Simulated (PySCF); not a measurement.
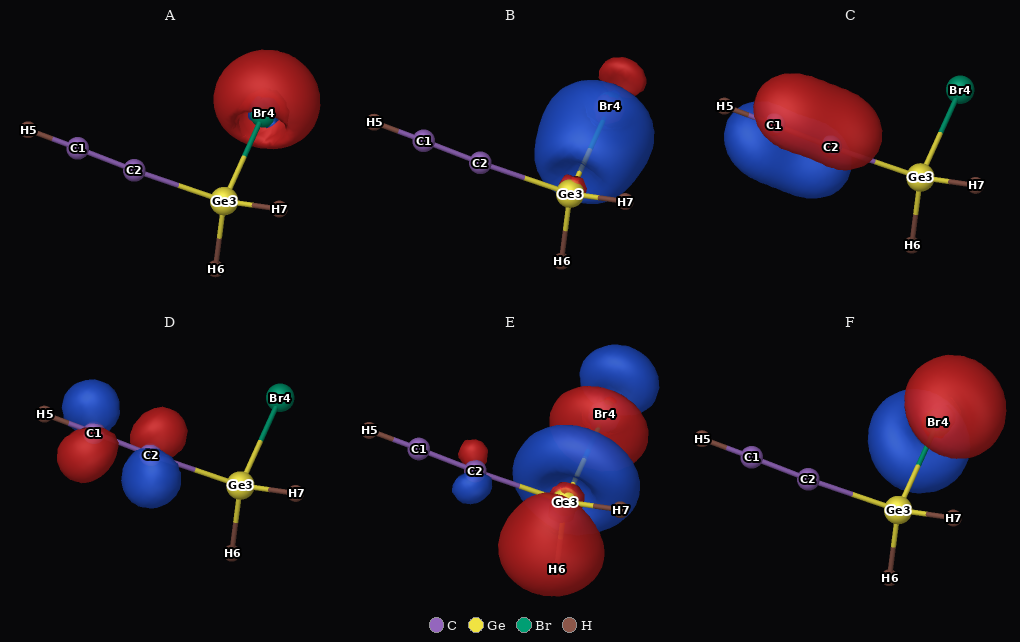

*C₂H₃BrGe, SMILES `C#[C][GeH2][Br]`. Intrinsic bond orbitals (IBO), occupied and valence-virtual; each surface holds about 70 % of the orbital's density. Energies are diagonal elements of the Fock matrix.*

Method: TPSS/def2-SVP; geometry: GFN2-xTB; program: PySCF. No frequency check shows the geometry to be a minimum. GFN2-xTB bond lengths at metals and heavier atoms can be off by up to 0.1 Å and shapes distorted, which carries into these values.

Cartesian coordinates (Å):

```
C1      -2.8146    1.3190    0.0005
C2      -1.9453    0.4876   -0.0022
Ge3     -0.5172   -0.7626    0.0000
Br4      1.4219    0.4207    0.0000
H5      -3.5865    2.0354    0.0027
H6      -0.5332   -1.6007   -1.2488
H7      -0.5369   -1.5943    1.2550
```

**Name the orbitals, with their atomic make-up and energies.**

By panel:
- A: lone pair on Br4 (s-type) (Br4 100 %; −16.3 eV)
- B: σ bond Br4–Ge3 (Br4 67 %, Ge3 32 %; −12.8 eV)
- C: π bond C2–C1 (C2 50 %, C1 49 %; −7.4 eV)
- D: σ* orbital C1–C2 (C1 51 %, C2 48 %; 1.4 eV)
- E: σ* orbital Ge3–Br4, mostly on Ge3 (Ge3 68 %, Br4 29 %; 0.4 eV)
- F: lone pair on Br4 (p-type) (Br4 98 %; −7.3 eV)

The PySCF run took 13 s on 1 thread of AMD EPYC 9R14 (Zen 4) (shared host), peak memory 0.46 GiB.
